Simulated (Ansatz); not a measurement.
# (CaS)1(AgCl)2 [001] superlattice, started as rocksalt type: phonons and vibrational spectra

Task: relax (CaS)1(AgCl)2 [001] superlattice, started as rocksalt type, then find its harmonic phonons.

Method: DFT LDA, scalar-relativistic, plane waves, PAW, in Ansatz 0.2.0.

The structure was built from a prototype and need not be the compound's stable phase.

### Step 1. Set-up

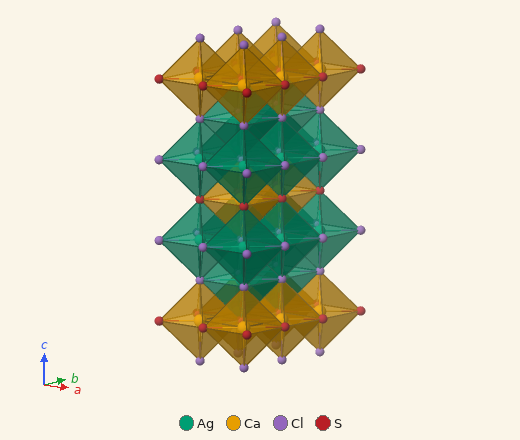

The starting structure, seen from a free direction (silver teal, calcium orange, chlorine purple, sulfur red). 1×2×1 cells are drawn. This picture shows the conventional cell, with its axes. Some periodic images of atoms are drawn too.

### Step 2. Relaxation

The cell and atoms are relaxed, since residual forces and stress would shift the frequencies.

Contents of input.yaml:

```yaml
crystal:
  lattice:
    - [2.79833, 2.79833, 0.0]
    - [-2.79833, 2.79833, 0.0]
    - [2.79833, 0.0, 8.395]
  atoms:
    - { symbol: Ag, position: [0.333333, 0.666667, 0.333333] }
    - { symbol: Ag, position: [0.666667, 0.333333, 0.666667] }
    - { symbol: Ca, position: [0.0, 0.0, 0.0] }
    - { symbol: Cl, position: [0.833333, 0.166667, 0.333333] }
    - { symbol: Cl, position: [0.166667, 0.833333, 0.666667] }
    - { symbol: S, position: [0.5, 0.5, 0.0] }
kpoints:
  mp_grid: { grid: [6, 6, 6] }
hamiltonian:
  xc: lda
scf:
  occupations: { method: gaussian, width: 0.02 }
output:
  forces: true
  stress: true
  eigenvalues: true
relax:
  adjacent_minimum: "off"
  f_tol: 0.005
  max_steps: 80
  cell: { stress_tol: 0.05 }
```

Command:

```sh
$ ansatz run input.yaml --threads 4 --pin off --max-ram 14336MiB --backend cpu --events-out ev --progress --plain --runs-dir out
```

Numbers of over 12 decimals in the logs are rounded to 6 here.

The program printed:

```text
Warning: the atoms were moved onto the symmetric positions of the space group found under crystal.symmetry.tolerance 1.0e-5 (fractional; no operation is sought that the atoms, as they stand in a round, miss by more than twice it, and no atom is moved by as much as it), and the run uses the moved positions. Before a round's move an operation carried an atom to 5.60e-6 Å from where it should land, the largest such dist [...]
Engine: ansatz 0.2.0, x86_64-unknown-linux-gnu
Pseudopotentials: kind: paw
Pseudopotential: Ag, paw, valence charge 19, recommended cutoff 420 eV (normal), Ag.paw.azcp
Pseudopotential: Ca, paw, valence charge 10, recommended cutoff 420 eV (normal), Ca.paw.azcp
Pseudopotential: Cl, paw, valence charge 7, recommended cutoff 420 eV (normal), Cl.paw.azcp
Pseudopotential: S, paw, valence charge 6, recommended cutoff 420 eV (normal), S.paw.azcp
Functional definition: SPW92
  exchange = slater_x
  correlation = pw_c
Crystal: 6 atoms, lattice volume = 131.477 Å³
Basis set: ecut = 420 eV, 2601 PW (Γ)
Bands: 41, of which v1, the nominal top of the filled ones, is band 34 counted from 1 (33 counted from 0)
Symmetry: 16 space group operations
Space group: I4/mmm (ITA 139), of the structure as read, at distance tolerance 5.1e-5 Å
k-points: 30 of 216
Non-local potential: Ag, projectors of the file, l = 0: 3, l = 1: 2, l = 2: 2, l = 3: 1
Non-local potential: Ca, projectors of the file, l = 0: 3, l = 1: 2, l = 2: 2
Non-local potential: Cl, projectors of the file, l = 0: 2, l = 1: 2, l = 2: 2
Non-local potential: S, projectors of the file, l = 0: 2, l = 1: 2, l = 2: 2
PAW form: soft (Blöchl's): semilocal exchange-correlation on the pseudo side does not see the compensation charge
PAW frozen core: Ag, regenerated for the run's functional, and the local potential with it (the file was generated under x = pbe(κ = 0.804, μ = 0.219515), c = pbe(β = 0.066725))
PAW frozen core: Ca, regenerated for the run's functional, and the local potential with it (the file was generated under x = pbe(κ = 0.804, μ = 0.219515), c = pbe(β = 0.066725))
PAW frozen core: Cl, regenerated for the run's functional, and the local potential with it (the file was generated under x = pbe(κ = 0.804, μ = 0.219515), c = pbe(β = 0.066725))
PAW frozen core: S, regenerated for the run's functional, and the local potential with it (the file was generated under x = pbe(κ = 0.804, μ = 0.219515), c = pbe(β = 0.066725))
PAW one-centre angular grid: Ag, 590 points (default); XC on 64 Gauss nodes
PAW one-centre angular grid: Ca, 110 points (default); XC on 64 Gauss nodes
PAW one-centre angular grid: Cl, 110 points (default); XC on 64 Gauss nodes
PAW one-centre angular grid: S, 110 points (default); XC on 64 Gauss nodes
Initial density: superposition of atomic densities (neutral atoms: chi_scale 0, normalization atom), corrected by the library's trained network
Initial wavefunctions: pseudopotential atomic-orbital guess
Functional: x = slater, c = lda
SCF iter   1: F=—  HF=-19652.496695 eV  |F-HF|=—  |Δ(HF+E_count)|=         —  Δρ=9.83e-3  dr2=1.22e-1  ethr=1.77e-3  ⟨swp⟩=8.8  Hψ=5575  notcnv=0  defer=1
preconditioner: auto → Resta (q_TF=auto, 2.444 Å⁻¹)  ε∞=5.6  [insulator: Δε(μ)=0.719 eV  Ē_g=10.687 eV  σ=0.020 eV  W_gap=1.00  n_scr=34 (ndim 8)  ℏωp=22.9 eV  f_vac=0.012  D(μ)=0.00/eV (n_scr^D=0)  ε∞_Penn≈5.6]
SCF iter   2: F=—  HF=-19652.464252 eV  |F-HF|=—  |Δ(HF+E_count)|=   3.24e-2  Δρ=3.95e-3  dr2=1.82e-2  ethr=1.80e-4  ⟨swp⟩=2.1  Hψ=2109  notcnv=0  defer=68
SCF iter   3: F=—  HF=-19652.459137 eV  |F-HF|=—  |Δ(HF+E_count)|=   5.11e-3  Δρ=1.49e-3  dr2=2.42e-3  ethr=2.68e-5  ⟨swp⟩=2.0  Hψ=1867  notcnv=0  defer=69
SCF iter   4: F=—  HF=-19652.458552 eV  |F-HF|=—  |Δ(HF+E_count)|=   5.85e-4  Δρ=3.09e-4  dr2=1.18e-4  ethr=3.56e-6  ⟨swp⟩=2.6  Hψ=1821  notcnv=0  defer=69
SCF iter   5: F=—  HF=-19652.458564 eV  |F-HF|=—  |Δ(HF+E_count)|=   1.14e-5  Δρ=7.81e-5  dr2=6.84e-6  ethr=1.73e-7  ⟨swp⟩=1.0  Hψ=1161  notcnv=0  defer=69
SCF iter   6: F=—  HF=-19652.458565 eV  |F-HF|=—  |Δ(HF+E_count)|=   1.65e-6  Δρ=1.30e-5  dr2=2.61e-7  ethr=1.01e-8  ⟨swp⟩=2.1  Hψ=1365  notcnv=0  defer=69
SCF iter   7: F=-19652.458565 eV  HF=-19652.458565 eV  |F-HF|=2.26e-10  |Δ(HF+E_count)|=   9.18e-8  Δρ=2.79e-6  dr2=1.26e-8  ethr=1.47e-10  ⟨swp⟩=8.9  Hψ=5000  notcnv=0
SCF 1 converged in 7 iterations: F = -19652.458565 eV  dr2 = 1.26e-8
  greatest PAW one-centre occupation: 1.002 electrons in one spin orbital (limit 2), on the Ag atom at site 1 (counted from 0), in its partial waves of l = 0
relax step   1: F+E_penalty+E_count = -19652.45856530 eV  Δ(F+E_penalty+E_count) = +0.000e0 eV  max|allowed force component| = 4.880e-1 eV/Å  Δτ_max = 0.0000 Å  P = -4.949 GPa  Ω = 131.477 Å³  (7 SCF iters, dr2 threshold 1.00e-7 eV, accepted)
Crystal: 6 atoms, lattice volume = 117.794 Å³
Basis set: ecut = 420 eV, 2311 PW (Γ)
Initial density: handed on by an earlier stage of this run
Initial wavefunctions: those handed on with the density
iter 1 solved again at ethr=1.50e-3 eV; its pass at ethr=3.10e-3 eV (dr2=1.02e0 eV) is discarded
SCF iter   1: F=—  HF=-19653.127589 eV  |F-HF|=—  |Δ(HF+E_count)|=         —  Δρ=1.36e-2  dr2=1.05e0  ethr=1.50e-3  ⟨swp⟩=1.1  Hψ=5866  notcnv=0
preconditioner: auto → Resta (q_TF=auto, 2.490 Å⁻¹)  ε∞=6.1  [insulator: Δε(μ)=1.034 eV  Ē_g=10.762 eV  σ=0.020 eV  W_gap=1.00  n_scr=34 (ndim 8)  ℏωp=24.2 eV  f_vac=0.001  D(μ)=0.00/eV (n_scr^D=0)  ε∞_Penn≈6.1]
SCF iter   2: F=—  HF=-19652.926634 eV  |F-HF|=—  |Δ(HF+E_count)|=   2.01e-1  Δρ=5.22e-3  dr2=2.15e-1  ethr=1.50e-3  ⟨swp⟩=2.8  Hψ=2049  notcnv=0  defer=3
SCF iter   3: F=—  HF=-19652.876673 eV  |F-HF|=—  |Δ(HF+E_count)|=   5.00e-2  Δρ=1.99e-3  dr2=1.26e-2  ethr=3.16e-4  ⟨swp⟩=2.9  Hψ=2164  notcnv=0  defer=63
SCF iter   4: F=—  HF=-19652.872808 eV  |F-HF|=—  |Δ(HF+E_count)|=   3.87e-3  Δρ=1.19e-3  dr2=2.56e-3  ethr=1.86e-5  ⟨swp⟩=2.2  Hψ=1864  notcnv=0  defer=66
SCF iter   5: F=—  HF=-19652.871899 eV  |F-HF|=—  |Δ(HF+E_count)|=   9.09e-4  Δρ=3.51e-4  dr2=1.76e-4  ethr=3.76e-6  ⟨swp⟩=2.0  Hψ=1920  notcnv=0  defer=67
SCF iter   6: F=—  HF=-19652.871875 eV  |F-HF|=—  |Δ(HF+E_count)|=   2.48e-5  Δρ=8.44e-5  dr2=1.37e-5  ethr=2.59e-7  ⟨swp⟩=2.2  Hψ=1795  notcnv=0  defer=67
SCF iter   7: F=—  HF=-19652.871872 eV  |F-HF|=—  |Δ(HF+E_count)|=   2.82e-6  Δρ=2.70e-5  dr2=9.96e-7  ethr=2.01e-8  ⟨swp⟩=2.0  Hψ=1841  notcnv=0  defer=67
SCF iter   8: F=-19652.871872 eV  HF=-19652.871872 eV  |F-HF|=8.39e-9  |Δ(HF+E_count)|=   2.17e-8  Δρ=5.71e-6  dr2=3.50e-8  ethr=8.82e-10  ⟨swp⟩=10.5  Hψ=5168  notcnv=0
[...]
Crystal: 6 atoms, lattice volume = 117.959 Å³
Basis set: ecut = 420 eV, 2295 PW (Γ)
iter 1 solved again at ethr=8.61e-5 eV; its pass at ethr=3.10e-3 eV (dr2=5.85e-2 eV) is discarded
SCF iter   1: F=—  HF=-19652.923884 eV  |F-HF|=—  |Δ(HF+E_count)|=         —  Δρ=5.01e-3  dr2=5.89e-2  ethr=8.61e-5  ⟨swp⟩=1.4  Hψ=5713  notcnv=0
preconditioner: auto → Resta (q_TF=auto, 2.489 Å⁻¹)  ε∞=5.8  [insulator: Δε(μ)=1.102 eV  Ē_g=11.080 eV  σ=0.020 eV  W_gap=1.00  n_scr=34 (ndim 8)  ℏωp=24.2 eV  f_vac=0.003  D(μ)=0.00/eV (n_scr^D=0)  ε∞_Penn≈5.8]
SCF iter   2: F=—  HF=-19652.909596 eV  |F-HF|=—  |Δ(HF+E_count)|=   1.43e-2  Δρ=1.99e-3  dr2=8.58e-3  ethr=8.61e-5  ⟨swp⟩=2.2  Hψ=1949  notcnv=0
SCF iter   3: F=—  HF=-19652.907147 eV  |F-HF|=—  |Δ(HF+E_count)|=   2.45e-3  Δρ=5.83e-4  dr2=4.36e-4  ethr=1.26e-5  ⟨swp⟩=2.0  Hψ=1983  notcnv=0
SCF iter   4: F=—  HF=-19652.907040 eV  |F-HF|=—  |Δ(HF+E_count)|=   1.08e-4  Δρ=2.49e-4  dr2=8.37e-5  ethr=6.41e-7  ⟨swp⟩=2.0  Hψ=1743  notcnv=0
SCF iter   5: F=—  HF=-19652.907014 eV  |F-HF|=—  |Δ(HF+E_count)|=   2.61e-5  Δρ=5.51e-5  dr2=5.52e-6  ethr=1.23e-7  ⟨swp⟩=2.6  Hψ=2121  notcnv=0
SCF iter   6: F=-19652.907013 eV  HF=-19652.907013 eV  |F-HF|=4.09e-8  |Δ(HF+E_count)|=   9.02e-7  Δρ=1.00e-5  dr2=1.43e-7  ethr=8.82e-10  ⟨swp⟩=6.2  Hψ=4944  notcnv=0
SCF 3 converged in 6 iterations: F = -19652.907013 eV  dr2 = 1.43e-7
relax step   3: F+E_penalty+E_count = -19652.90701270 eV  Δ(F+E_penalty+E_count) = -3.514e-2 eV  max|allowed force component| = 1.245e-1 eV/Å  Δτ_max = 0.0678 Å  P = +0.807 GPa  Ω = 117.959 Å³  energy of the carried Pulay correction = +9.777e-4 eV  (6 SCF iters, dr2 threshold 6.00e-7 eV, accepted)
[...]
relax step   4: F+E_penalty+E_count = -19652.91592908 eV  Δ(F+E_penalty+E_count) = -8.916e-3 eV  max|allowed force component| = 4.497e-2 eV/Å  Δτ_max = 0.0166 Å  P = -0.112 GPa  Ω = 119.572 Å³  energy of the carried Pulay correction = +8.554e-4 eV  (6 SCF iters, dr2 threshold 6.00e-7 eV, accepted)
[...]
relax step   5: F+E_penalty+E_count = -19652.91962802 eV  Δ(F+E_penalty+E_count) = -3.699e-3 eV  max|allowed force component| = 2.142e-2 eV/Å  Δτ_max = 0.0142 Å  P = -0.052 GPa  Ω = 119.721 Å³  energy of the carried Pulay correction = +8.443e-4 eV  (5 SCF iters, dr2 threshold 6.00e-7 eV, accepted)
[...]
relax step   6: F+E_penalty+E_count = -19652.91976288 eV  Δ(F+E_penalty+E_count) = -1.349e-4 eV  max|allowed force component| = 1.785e-2 eV/Å  Δτ_max = 0.0073 Å  P = +0.010 GPa  Ω = 119.656 Å³  energy of the carried Pulay correction = +8.492e-4 eV  (5 SCF iters, dr2 threshold 4.36e-8 eV, accepted)
[...]
relax step   7: F+E_penalty+E_count = -19652.91982142 eV  Δ(F+E_penalty+E_count) = -5.854e-5 eV  max|allowed force component| = 5.223e-4 eV/Å  Δτ_max = 0.0029 Å  P = -0.002 GPa  Ω = 119.675 Å³  energy of the carried Pulay correction = +8.477e-4 eV  (5 SCF iters, dr2 threshold 1.99e-8 eV, accepted)
Initial wavefunctions: pseudopotential atomic-orbital guess (no wavefunctions were taken with the density)
iter 1 solved again at ethr=4.17e-7 eV; its pass at ethr=3.10e-3 eV (dr2=2.83e-4 eV) is discarded
SCF iter   1: F=—  HF=-19652.918894 eV  |F-HF|=—  |Δ(HF+E_count)|=         —  Δρ=1.18e-4  dr2=2.07e-6  ethr=4.17e-7  ⟨swp⟩=3.0  Hψ=8797  notcnv=0
preconditioner: auto → Resta (q_TF=auto, 2.483 Å⁻¹)  ε∞=5.7  [insulator: Δε(μ)=1.134 eV  Ē_g=11.056 eV  σ=0.020 eV  W_gap=1.00  n_scr=34 (ndim 8)  ℏωp=24.0 eV  f_vac=0.003  D(μ)=0.00/eV (n_scr^D=0)  ε∞_Penn≈5.7]
SCF iter   2: F=—  HF=-19652.918888 eV  |F-HF|=—  |Δ(HF+E_count)|=   6.01e-6  Δρ=5.92e-5  dr2=6.96e-7  ethr=3.05e-9  ⟨swp⟩=2.0  Hψ=2248  notcnv=0
SCF iter   3: F=—  HF=-19652.918888 eV  |F-HF|=—  |Δ(HF+E_count)|=   2.06e-7  Δρ=1.82e-5  dr2=4.74e-8  ethr=1.02e-9  ⟨swp⟩=2.6  Hψ=2004  notcnv=0
SCF iter   4: F=—  HF=-19652.918889 eV  |F-HF|=—  |Δ(HF+E_count)|=   1.41e-8  Δρ=9.56e-7  dr2=6.59e-10  ethr=6.98e-11  ⟨swp⟩=2.0  Hψ=2017  notcnv=0
SCF iter   5: F=-19652.918889 eV  HF=-19652.918889 eV  |F-HF|=1.46e-11  |Δ(HF+E_count)|=  2.76e-10  Δρ=1.51e-7  dr2=2.53e-11  ethr=1.00e-12  ⟨swp⟩=4.6  Hψ=4529  notcnv=0
SCF 8 converged in 5 iterations: F = -19652.918889 eV  dr2 = 2.53e-11
relax step   8: F+E_penalty+E_count = -19652.91888851 eV  Δ(F+E_penalty+E_count) = +9.329e-4 eV  max|allowed force component| = 5.304e-4 eV/Å  Δτ_max = 0.0000 Å  P = -0.001 GPa  Ω = 119.675 Å³  stress off target by 2.22e-3 GPa  SCF on the basis re-selected at this cell (its energy is not comparable with the rows above)  (5 SCF iters)
basis re-selected at this cell: Δ(F+E_penalty+E_count) = +9.329e-4 eV, ΔP = +0.002 GPa vs the last step (what re-selecting the basis moved, of the pressure what is left beyond the Pulay correction that the steps carried, after the strain that the cell walked since its last selection, with what the two solves' SCF thresholds leave and, on support functions, any second-order correction that the steps lacked; it is no m [...]
SCF converged after 5 iterations
Free energy (F): -19652.918889 eV
Harris-Foulkes:  -19652.918889 eV  (|F-HF|=1.46e-11)
Internal energy: -19652.918889 eV  (E = F + TS)
E sigma→0 (E₀):  -19652.918889 eV
Fermi energy:    9.479050 eV
--- Per-component energies (eV) ---
  E_band       = -811.080666
  E_kinetic    = 1768.243051
  E_local      = -7424.034600  (includes V_loc(G=0)·N_el)
  E_nonlocal   = 335.953664
  E_hartree    = 3190.394507
  E_xc         = -810.744393
  E_vxc        = -969.975515  (∫ρ·V_xc dr)
  E_paw        = -10181.376347  (= ΣΔE_a)
  E_vpaw       = -902.056855  (= ΣTr[D̂ρ^β])
  E_aug_tail   = 0.000716  (compensation charges beyond the density's cutoff)
  E_ewald      = -6533.622448
  E_core_change = 2.266962  (= ΣΔE_core)
  E_smearing   = -0.000000  (= −TS)
  E_closure    = -0.000000  (closes the sum)
  Σ components = -19652.918889   (vs F -19652.918889, Δ=0.00e0)
--- Forces (eV/Å), atoms counted from 1 ---
  atom   1  Ag     0.00000000     0.00000000    -0.00021161
  atom   2  Ag    -0.00000000     0.00000000     0.00021161
  atom   3  Ca    -0.00000000     0.00000000     0.00000000
  atom   4  Cl    -0.00000000     0.00000000    -0.00053037
  atom   5  Cl     0.00000000     0.00000000     0.00053037
  atom   6  S      0.00000000    -0.00000000     0.00000000
  max |Σ_I F_I| component: 3.47e-18 eV/Å
--- Stress (GPa, compression-positive) ---
        0.000099      -0.000000      -0.000000
       -0.000000       0.000099       0.000000
       -0.000000       0.000000      -0.002224
  P = ⅓ Tr σ = -0.0007 GPa (-0.007 kbar)
--- Band table (eV; the first three rows and the last of 30) ---
  k-point 0: bands = [... 30 lower, 6.5746, 7.3865, 8.0801, 8.0801, 10.0456, 10.9433, 12.5308, 13.1331, ... 3 higher]
  k-point 1: bands = [... 30 lower, 6.5251, 7.3984, 8.1082, 8.1082, 10.3835, 10.9433, 12.3221, 13.1331, ... 3 higher]
  k-point 2: bands = [... 30 lower, 6.4132, 7.4149, 8.1636, 8.1636, 10.9434, 10.9743, 12.2082, 13.1332, ... 3 higher]
  k-point 29: bands = [... 30 lower, 6.6970, 7.3531, 7.4308, 7.5896, 11.4634, 12.2291, 12.2839, 12.8212, ... 3 higher]
--- Relaxed structure (7 steps of the walk, 7 accepted, 1 SCFs on fresh bases) ---
  F+E_penalty+E_count = -19652.91888851 eV   max|allowed force component| = 5.304e-4 eV/Å   (the final SCF, on the basis selected at the relaxed cell)
  cell:  # Å, volume = 119.6754 Å³
    - [2.769014, 2.769014, 0.0]
    - [-2.769014, 2.769014, 0.0]
    - [2.769014, 0, 7.804131]
  atoms:
    - { symbol: Ag, position: [0.343665, 0.656335, 0.312669] }
    - { symbol: Ag, position: [0.656335, 0.343665, 0.687331] }
    - { symbol: Ca, position: [2.1524760224052145e-19, -2.1524760224052099e-19, -4.304952044810421e-19] }
    - { symbol: Cl, position: [0.823052, 0.176948, 0.353897] }
    - { symbol: Cl, position: [0.176948, 0.823052, 0.646103] }
    - { symbol: S, position: [0.500000, 0.500000, -4.304952044810421e-19] }
```

Wall time 15 s (4 threads of Intel Xeon Platinum 8375C at 2.90GHz (Ice Lake), shared host); peak memory 0.59 GiB.

Step by step:

| step | energy less that of the first step (eV) | largest force component (eV/Å) | pressure (GPa) | volume (Å³) |
| --- | --- | --- | --- | --- |
| 1 | 0.0000 | 0.4880 | -4.95 | 131.48 |
| 2 | -0.4133 | 0.2330 | 0.76 | 117.79 |
| 3 | -0.4484 | 0.1245 | 0.81 | 117.96 |
| 4 | -0.4574 | 0.0450 | -0.11 | 119.57 |
| 5 | -0.4611 | 0.0214 | -0.05 | 119.72 |
| 6 | -0.4612 | 0.0178 | 0.01 | 119.66 |
| 7 | -0.4613 | 0.0005 | 0.00 | 119.68 |
| 8* | -0.4603 | 0.0005 | 0.00 | 119.68 |

Relaxation steps marked * repeat the geometry before them on a plane-wave basis chosen anew for their cell, so energy and pressure can jump there.

Forces are held to the 16 operations that the run works with; a distortion that breaks them can't arise in this run.

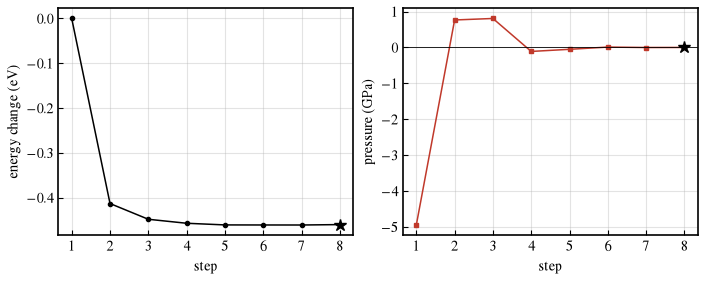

Energy and pressure along the relaxation. Stars mark steps on a basis chosen anew.

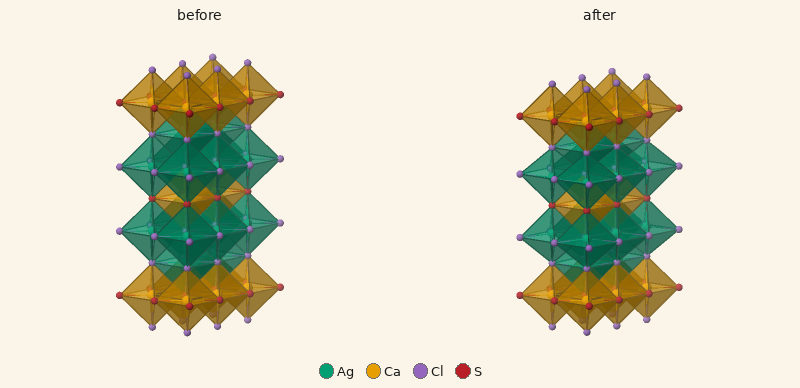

Before and after, at one scale.

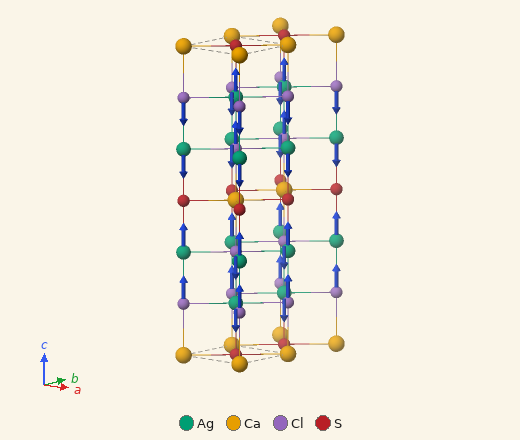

Displacements in the relaxation, exaggerated, measured against the changing cell; the longest in the cell stands for 0.16 Å. 1×2×1 conventional cells are drawn. Some periodic images of atoms are drawn too.

| conventional cell, symmetrised | before | after | change |
| --- | --- | --- | --- |
| a (Å) | 3.957 | 3.916 | -1.0 % |
| b (Å) | 3.957 | 3.916 | -1.0 % |
| c (Å) | 16.790 | 15.608 | -7.0 % |
| volume (Å³/atom) | 21.91 | 19.95 | -9.0 % |

The atoms that moved most (Å, as changes of fractional coordinates times the final cell):

| atom | dx | dy | dz | length |
| --- | --- | --- | --- | --- |
| Ag1 | 0.000 | 0.000 | -0.161 | 0.161 |
| Ag2 | 0.000 | 0.000 | 0.161 | 0.161 |
| Cl5 | 0.000 | 0.000 | -0.160 | 0.160 |
| Cl4 | 0.000 | 0.000 | 0.160 | 0.160 |

The relaxed structure:

```xyz
6
Lattice="2.7690 2.7690 0.0000 -2.7690 2.7690 0.0000 2.7690 0.0000 7.8041" Properties=species:S:1:pos:R:3 pbc="T T T"
Ag    0.0000    2.7690    2.4401
Ag    2.7690    2.7690    5.3640
Ca    0.0000    0.0000    0.0000
Cl    2.7690    2.7690    2.7619
Cl    0.0000    2.7690    5.0423
S     0.0000    2.7690    0.0000
```

Numbers from this step:

| Quantity | Value |
| --- | --- |
| pressure | -6.75e-4 GPa |
| gap on the k-mesh | 1.134 eV |
| volume per atom | 19.95 Å³ |
| direct gap on mesh | 1.966 eV |

In this step the volume went from 21.91 to 19.95 Å³/atom.

### Step 3. Bringing the structure to rest

The relaxation is repeated from its end on the same settings, as a check that it has come to rest.

input.yaml, the sections that differ from step 2:

```yaml
crystal:
  lattice:
    - [2.7690140707, 2.7690140707, 0.0]
    - [-2.7690140707, 2.7690140707, 0.0]
    - [2.7690140707, 0.0, 7.804130586]
  atoms:
    - { symbol: Ag, position: [0.3436653292, 0.6563346708, 0.3126693417] }
    - { symbol: Ag, position: [0.6563346708, 0.3436653292, 0.6873306583] }
    - { symbol: Ca, position: [0.0, 0.0, 0.0] }
    - { symbol: Cl, position: [0.82305158, 0.17694842, 0.3538968401] }
    - { symbol: Cl, position: [0.17694842, 0.82305158, 0.6461031599] }
    - { symbol: S, position: [0.5, 0.5, 0.0] }
output:
  forces: true
  stress: true
  eigenvalues: true
  write_density: true
  write_potential: true
  elf: true
  volumetric_format: npy
# kpoints, hamiltonian, scf, relax: as in step 2
```

The program printed:

```text
[...]
Crystal: 6 atoms, lattice volume = 119.675 Å³
Basis set: ecut = 420 eV, 2351 PW (Γ)
Bands: 41, of which v1, the nominal top of the filled ones, is band 34 counted from 1 (33 counted from 0)
Symmetry: 16 space group operations
[...]
k-points: 30 of 216
[...]
- [-2.7690140707, 2.7690140707, 0.0]
    - [2.7690140707, 0.0, 7.804130586]
  atoms:
    - { symbol: Ag, position: [0.34366532915, 0.65633467085, 0.312669] }
    - { symbol: Ag, position: [0.65633467085, 0.34366532915, 0.6873306583] }
    - { symbol: Ca, position: [0.0, 0.0, 0.0] }
    - { symbol: Cl, position: [0.82305157995, 0.17694842005, 0.3538968401] }
    - { symbol: Cl, position: [0.176948, 0.82305157995, 0.6461031599] }
    - { symbol: S, position: [0.5, 0.5, 0.0] }
[key lines of the parts left out:]
SCF converged after 4 iterations
Free energy (F): -19652.918889 eV
Fermi energy:    9.479049 eV
P = ⅓ Tr σ = -0.0007 GPa (-0.007 kbar)
```

Elapsed: 3.6 s, on 4 threads; peak memory 0.57 GiB.

Little changed from the start: no atom moved by 0.005 Å and no cell edge by 0.1 %.

Numbers from this step:

```yaml
pressure: -6.68e-4 GPa
```

In this step the volume went from 19.95 to 19.95 Å³/atom.

(Part 1 of 3 ends here.)

[Logs are printed without paths, hosts, clocks, repeated set-up lines and the standing remarks that a program may print on its own settings, such as how far it seeks lower states.]

[Hosts, paths, dates, database ids (printed as entryN), source tags and the programs' standing remarks are cut or masked in the printed files.]
